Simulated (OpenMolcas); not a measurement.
# Si2NH6F (SMILES F[SiH2]N[SiH3]) at 6 levels

We compute a comparison of 6 runs (HF/cc-pVDZ, B3LYP/6-31G*, B3LYP/cc-pVDZ, M06-2X/cc-pVDZ, PBE/cc-pVDZ, CCSD(T)/cc-pVDZ) of Si2NH6F. 

The calculation is run with OpenMolcas 26.06.

### Step 1. The system as given

The species is Si2NH6F (10 atoms), meant as a singlet with charge 0. SMILES: `F[SiH2]N[SiH3]`. The coordinates come from a PBE0-D4/def2-TZVP relaxation. This is one conformer, not always the lowest.

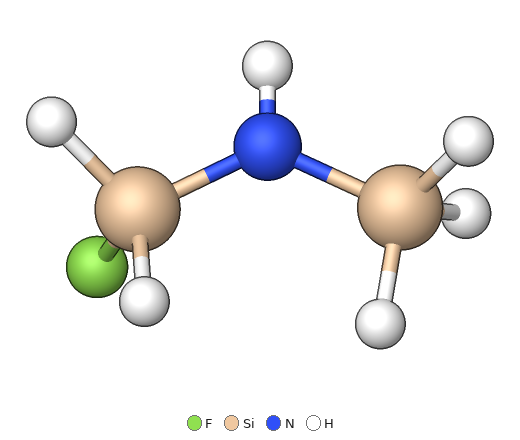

The structure, seen from a chosen angle (fluorine green, silicon light orange, nitrogen blue, hydrogen white).

### Step 2. Energy and gradient at HF/cc-pVDZ (run 1)

File job.input:

```
* FH6NSi2 Hartree-Fock

&GATEWAY
  BasLib
  $CurrDir
  BasisSet
  F.cc-pVDZ....
  F1 -1.561500 0.994300 -1.776700 angstrom
  End of Basis
  BasisSet
  Si.cc-pVDZ....
  Si2 -0.375000 1.301800 -0.745900 angstrom
  Si4 0.194800 -1.236100 0.928700 angstrom
  End of Basis
  BasisSet
  N.cc-pVDZ....
  N3 0.514800 -0.094800 -0.335900 angstrom
  End of Basis
  BasisSet
  H.cc-pVDZ....
  H5 0.517200 2.267200 -1.426700 angstrom
  H6 -1.010100 1.839400 0.475900 angstrom
  H7 1.264300 -0.336200 -0.970000 angstrom
  H8 1.391500 -1.422100 1.791600 angstrom
  H9 -0.186300 -2.569800 0.392000 angstrom
  H10 -0.924400 -0.683300 1.730300 angstrom
  End of Basis

&SEWARD

&SCF
  Thresholds
  1e-10 1e-07 1e-07 1e-05
  PrOrbitals
  1 1

&ALASKA
```

The basis set cc-pVDZ is read from a file made from the Basis Set Exchange's data (not shown).

Launch:

```bash
$ export MOLCAS_MEM=1860
$ pymolcas job.input > job.log
```

What it wrote:

```text
--- Start Module: gateway ---
[...]
--- Stop Module: gateway /rc=_RC_ALL_IS_WELL_ ---
[...]
      Basis functions           94
[...]
--- Start Module: scf ---
[...]
       Convergence after  14 Iterations
[...]
::    Total SCF energy                               -735.3494485512
[...]
      Total spin, S                                     0.0000000000
[...]
      Total electronic charge=   50.000000
      Total            charge=   -0.000000
[...]
      Dipole Moment (debye):
      Origin of the operator (angstrom)=   -0.2783    0.1946   -0.3298
                   X=  1.8840E+00               Y= -2.3102E-01               Z=  5.3600E-01           Total=  1.9723E+00
      Quadrupole Moment (debye*angstrom):
[...]
--- Stop Module: scf /rc=_RC_ALL_IS_WELL_ ---
[...]
--- Start Module: alaska ---
[...]
 *              Molecular gradients               *
 **************************************************
  Irreducible representation: a
 ------------------------------------------------------------------------------------------
                              X                       Y                       Z
 ------------------------------------------------------------------------------------------
  F1                1.89763705433936E-02    5.27178244367532E-03    1.65347901454194E-02
  SI2              -1.52249752942830E-02   -1.62833144090868E-02   -1.41806635515054E-02
  SI4               1.63163573775416E-03    8.99477044342234E-03   -8.75204147837572E-03
  N3               -1.04021127973901E-02    2.79277061373495E-03    8.30965623267566E-03
  H5                1.27816213669085E-03    6.42543597919598E-05   -3.14740310627837E-04
  H6                2.49417721622791E-05   -5.48431637462432E-04    1.75212917423195E-03
  H7                3.79910852260057E-03   -1.03481706708086E-03   -2.72434401824562E-03
  H8               -1.16892078059649E-04    9.65450261303236E-06   -1.32988976300208E-04
[...]
--- Stop Module: alaska /rc=_RC_ALL_IS_WELL_ ---
[...]
```

It took 15 s on 1 thread of AMD EPYC 7R43 (Zen 3), shared host; peak memory 0.52 GiB.

### Step 3. Energy and gradient at B3LYP/6-31G(d) (spherical functions) (run 2)

File run.input:

```
&GATEWAY
 BasLib=$CurrDir
 Coord
 10
 angstrom
 F       -1.561500       0.994300      -1.776700
 Si      -0.375000       1.301800      -0.745900
 N        0.514800      -0.094800      -0.335900
 Si       0.194800      -1.236100       0.928700
 H        0.517200       2.267200      -1.426700
 H       -1.010100       1.839400       0.475900
 H        1.264300      -0.336200      -0.970000
 H        1.391500      -1.422100       1.791600
 H       -0.186300      -2.569800       0.392000
 H       -0.924400      -0.683300       1.730300
 Basis=6-31Gs
 Group=NoSym

&SEWARD
 GridInput
 Grid=UltraFine
 End of Grid

&SCF
 KSDFT=B3LYP
 Thresholds=1e-10 1e-07 1e-07 1e-05
 PrOrbitals=1

&ALASKA
```

The basis set 6-31G* is read from a file made from the Basis Set Exchange's data (not shown).

Launch:

```bash
$ export MOLCAS_MEM=1860
$ pymolcas run.input > run.log
```

What it wrote:

```text
--- Start Module: gateway ---
[...]
--- Stop Module: gateway /rc=_RC_ALL_IS_WELL_ ---
[...]
      Basis functions           76
[...]
--- Start Module: scf ---
[...]
       Convergence after  12 Iterations
[...]
::    Total KS-DFT energy                            -737.2830542890
[...]
      Total spin, S                                     0.0000000000
[...]
      Total electronic charge=   50.000000
      Total            charge=   -0.000000
[...]
      Dipole Moment (debye):
      Origin of the operator (angstrom)=   -0.2783    0.1946   -0.3298
                   X=  1.6559E+00               Y= -3.6262E-01               Z=  3.1528E-01           Total=  1.7242E+00
      Quadrupole Moment (debye*angstrom):
[...]
--- Stop Module: scf /rc=_RC_ALL_IS_WELL_ ---
[...]
--- Start Module: alaska ---
[...]
 *              Molecular gradients               *
 **************************************************
  Irreducible representation: a
 ------------------------------------------------------------------------------------------
                              X                       Y                       Z
 ------------------------------------------------------------------------------------------
  F1                9.25506814314225E-03    2.16028564394177E-03    8.35590121948471E-03
  SI2              -6.55039818759917E-04   -9.13772308386918E-03   -3.21983559545069E-03
  N3               -3.63401901583060E-03    1.87950405611481E-04    4.84313288813265E-05
  SI4               1.27336910186471E-03    4.86668097738097E-03   -5.33753139951898E-03
  H5               -1.58882074142275E-03   -6.08332065417105E-04   -2.98282649257242E-04
  H6               -9.90936258284059E-04   -2.92426680617019E-04   -1.21178567104696E-03
  H7               -3.75281041609732E-03    9.94322435569517E-04    3.22090176034351E-03
  H8               -2.43225392520863E-04    5.30496799663327E-04   -7.53062279212902E-04
[...]
--- Stop Module: alaska /rc=_RC_ALL_IS_WELL_ ---
[...]
```

Wall time 39 s (1 thread of AMD EPYC 7R43 (Zen 3), shared host); peak memory 0.43 GiB.

Runs 3 to 4 aren't shown in full; the table further down has their settings and results.

### Step 4. Energy and forces at PBE/cc-pVDZ (run 5)

File calc.input:

```
* FH6NSi2 Kohn-Sham DFT
>>> EXPORT MOLCAS_PRINT=2
&GATEWAY
BASLIB=$CurrDir
COORD
10
angstrom
F       -1.561500       0.994300      -1.776700
Si      -0.375000       1.301800      -0.745900
N        0.514800      -0.094800      -0.335900
Si       0.194800      -1.236100       0.928700
H        0.517200       2.267200      -1.426700
H       -1.010100       1.839400       0.475900
H        1.264300      -0.336200      -0.970000
H        1.391500      -1.422100       1.791600
H       -0.186300      -2.569800       0.392000
H       -0.924400      -0.683300       1.730300
BASIS=cc-pVDZ
GROUP=NoSym
&SEWARD
GRIDINPUT
Grid=UltraFine
End of Grid
&SCF
KSDFT=PBE
THRESHOLDS=1e-10 1e-07 1e-07 1e-05
PRORBITALS=1 1
&ALASKA
```

The basis set cc-pVDZ is read from a file made from the Basis Set Exchange's data (not shown).

Launch:

```bash
$ export MOLCAS_MEM=1860
$ pymolcas calc.input > calc.log
```

What it wrote:

```text
--- Start Module: gateway ---
[...]
--- Stop Module: gateway /rc=_RC_ALL_IS_WELL_ ---
[...]
      Basis functions           94
[...]
--- Start Module: scf ---
[...]
       Convergence after  17 Iterations
[...]
::    Total KS-DFT energy                            -736.7898985152
[...]
      Total spin, S                                     0.0000000000
[...]
      Total electronic charge=   50.000000
      Total            charge=   -0.000000
[...]
      Dipole Moment (debye):
      Origin of the operator (angstrom)=   -0.2783    0.1946   -0.3298
                   X=  1.6125E+00               Y= -3.5896E-01               Z=  2.9561E-01           Total=  1.6782E+00
      Quadrupole Moment (debye*angstrom):
[...]
--- Stop Module: scf /rc=_RC_ALL_IS_WELL_ ---
[...]
--- Start Module: alaska ---
[...]
 *              Molecular gradients               *
 **************************************************
  Irreducible representation: a
 ------------------------------------------------------------------------------------------
                              X                       Y                       Z
 ------------------------------------------------------------------------------------------
  F1                3.31642574125528E-02    8.62108802921246E-03    2.90591985779738E-02
  SI2              -1.84712339650499E-02   -1.90740518982526E-02   -1.92603158608176E-02
  N3               -5.96293272919102E-03    5.96444350618786E-04    8.73800535864167E-04
  SI4               2.00114865439760E-03    8.96476297986304E-03   -8.93881217355563E-03
  H5               -5.75748007133692E-03   -5.35098767503905E-03    3.83848234460560E-03
  H6                3.28434658209087E-03   -2.87175084962499E-03   -7.39909550464546E-03
  H7               -9.83484839616278E-03    3.15501037125698E-03    8.52851010929268E-03
  H8               -6.70570911025958E-03    1.12551809196570E-03   -5.11322103719758E-03
[...]
--- Stop Module: alaska /rc=_RC_ALL_IS_WELL_ ---
[...]
```

Wall time 65 s (1 thread of AMD EPYC 7R43 (Zen 3), shared host); peak memory 0.52 GiB.

### Step 5. A single-point energy at CCSD(T)/cc-pVDZ (run 6)

File input.xyz:

```xyz
10

F     -1.561500     0.994300    -1.776700
Si    -0.375000     1.301800    -0.745900
N      0.514800    -0.094800    -0.335900
Si     0.194800    -1.236100     0.928700
H      0.517200     2.267200    -1.426700
H     -1.010100     1.839400     0.475900
H      1.264300    -0.336200    -0.970000
H      1.391500    -1.422100     1.791600
H     -0.186300    -2.569800     0.392000
H     -0.924400    -0.683300     1.730300
```

File calc.inp:

```
&GATEWAY
 BasLib = $CurrDir
 Coord = input.xyz
 Basis = cc-pVDZ
 Group = NoSym

&SEWARD

&SCF
 Thresholds = 1e-10 1e-07 1e-07 1e-05
 PrOrbitals = 1 1

&RASSCF
 FileOrb = $Project.ScfOrb
 Spin = 1
 Nactel = 0 0 0
 Inactive = 25
 Ras2 = 0
 OutOrbitals = Canonical
 OrbListing = Nothing

&MOTRA
 JobIph
 Frozen = 12

&CCSDT
 CCT
 Triples = 2
 Iterations = 80
 Accuracy = 1e-08
 Extrapolation = 5 4
```

The basis set cc-pVDZ is read from a file made from the Basis Set Exchange's data (not shown).

Launch:

```bash
$ export MOLCAS_MEM=1860
$ pymolcas calc.inp > calc.log
```

What it wrote:

```text
--- Start Module: gateway ---
[...]
--- Stop Module: gateway /rc=_RC_ALL_IS_WELL_ ---
[...]
      Basis functions           94
[...]
       Convergence after  16 Iterations
[...]
::    Total SCF energy                               -735.3494485512
[...]
      Total spin, S                                     0.0000000000
[...]
      Number of active orbitals                  0
[...]
      Spin quantum number                      0.0
[...]
      Active orbitals                            0
[...]
      Number of CSFs                             1
[...]
      Number of root(s) required                 1
[...]
      Convergence after  4 iterations
[...]
      Natural orbitals and occupation numbers for root  1
      ************************************************************************************************************************
      *                                                    Final results                                                     *
      ************************************************************************************************************************
[...]
::    RASSCF root number  1 Total energy:   -735.34944855
[...]
      Total electronic charge=   50.000000
      Total            charge=   -0.000000
[...]
      Dipole Moment (debye):
      Origin of the operator (angstrom)=   -0.2783    0.1946   -0.3298
                   X=  1.8840E+00               Y= -2.3102E-01               Z=  5.3600E-01           Total=  1.9723E+00
      Quadrupole Moment (debye*angstrom):
[...]
--- Start Module: motra ---
[...]
      *** WARNING: Default frozen orbitals is overwritten by user input.
      *** Default values:   6
[...]
--- Stop Module: motra /rc=_RC_ALL_IS_WELL_ ---
[...]
--- Start Module: ccsdt ---
[...]
      Convergence after                    14  Iterations
      Total energy (diff) :    -735.95432448      -0.00000000
[...]
 METHOD                       : CCSD+T(CCSD)+<T3(1)WT1> = CCSD(T)
[...]
       CCSD     =      -735.9543244754223
[...]
--- Stop Module: ccsdt /rc=_RC_ALL_IS_WELL_ ---
[...]
```

Wall time 77 s (1 thread of AMD EPYC 7R43 (Zen 3), shared host); peak memory 0.51 GiB.

### Step 6. Overview of the runs

| run | level | integration grid | task | energy (Eh) | dipole moment (D) of the reference | HOMO energy (eV) | LUMO energy (eV) | wall time |
| --- | --- | --- | --- | --- | --- | --- | --- | --- |
| 1 | HF/cc-pVDZ | – | gradient | -735.349449 | 1.97 | -11.36 | 3.81 | 15 s |
| 2 | B3LYP/6-31G* (spherical functions) | UltraFine | gradient | -737.283054 | 1.72 | -7.61 | 0.35 | 39 s |
| 3 | B3LYP/cc-pVDZ | UltraFine | gradient | -737.314578 | 1.76 | -7.64 | 0.34 | 50 s |
| 4 | M06-2X/cc-pVDZ | UltraFine | gradient | -737.167950 | 1.80 | -9.22 | 1.38 | 64 s |
| 5 | PBE/cc-pVDZ | UltraFine | gradient | -736.789899 | 1.68 | -6.51 | -0.34 | 65 s |
| 6 | CCSD(T)/cc-pVDZ | – | energy | -735.967046 | 1.97 | -11.36 | 3.81 | 77 s |

### Step 7. Results

| quantity | value |
| --- | --- |
| run 6: total energy | -735.96705 Eh |
| run 6: dipole moment (mean-field density) | 1.97 D |
| run 6: HOMO energy (Hartree–Fock orbitals) | -11.36 eV |
| run 6: LUMO energy (Hartree–Fock orbitals) | 3.81 eV |
| run 6: HOMO–LUMO gap (Hartree–Fock orbitals) | 15.16 eV |
| run 6: correlation energy (12 core orbitals frozen) | -617.6 mEh |
| run 6: (T) correction | -12.72 mEh |

**Reading.** Over runs 1, 2, 3, 4, 5 the dipole moment (its size) runs from 1.68 D (PBE/cc-pVDZ) to 1.97 D (HF/cc-pVDZ). Over runs 1, 2, 3, 4, 5 the HOMO–LUMO gap runs from 6.17 eV (PBE/cc-pVDZ) to 15.16 eV (HF/cc-pVDZ). Exact exchange widens orbital gaps. Totals of different functionals can't be ranked against each other. All runs together took 5.2 min, the longest 77 s.
